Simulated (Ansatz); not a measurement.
Stretching the Bi1–H2 bond in BiFH2 (SMILES [F][BiH2]) (multiplicity 1 held, fragments rigid). Energies count from the point at 1.806 Å.
Geometry at that point (charge 0, multiplicity 1):
```xyz
4

Bi    -0.098    -0.115     0.123
H     -1.578     0.183    -0.868
H      0.324    -1.511    -0.943
F      1.041     1.209    -0.932
```

R- and RO- levels are restricted; in cc, def2 and unpolarised 6-31G sets they are followed outwards from rest. U- levels take the lowest unrestricted solution at each point, which mixes spins at long bonds. Active spaces are followed from a long bond inwards. Levels need not reach the same state.

Frozen-core correlation. Filled d and f shells under p-block atoms count as core.

Programs: Ansatz (an electronic-structure program) with Gaussian orbitals.  In def2 rows elements past Kr take small-core potentials, without spin–orbit coupling.

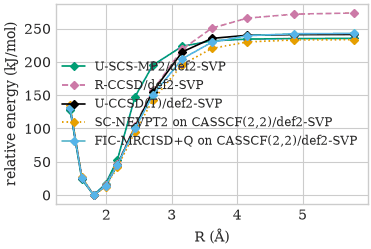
Relative energy along the coordinate

Question: Read off the U-SCS-MP2/def2-SVP curve at R = 2.438.

Answer: about 150 kJ/mol

Doubts at one or more of the structures used: a spin-contaminated determinant (U-SCS-MP2/def2-SVP, U-CCSD(T)/def2-SVP); a restricted determinant that unrestricted orbitals would lower (R-CCSD/def2-SVP); other coupled-cluster roots lie near (R-CCSD/def2-SVP); T1 above 0.05 (R-CCSD/def2-SVP, U-CCSD(T)/def2-SVP).
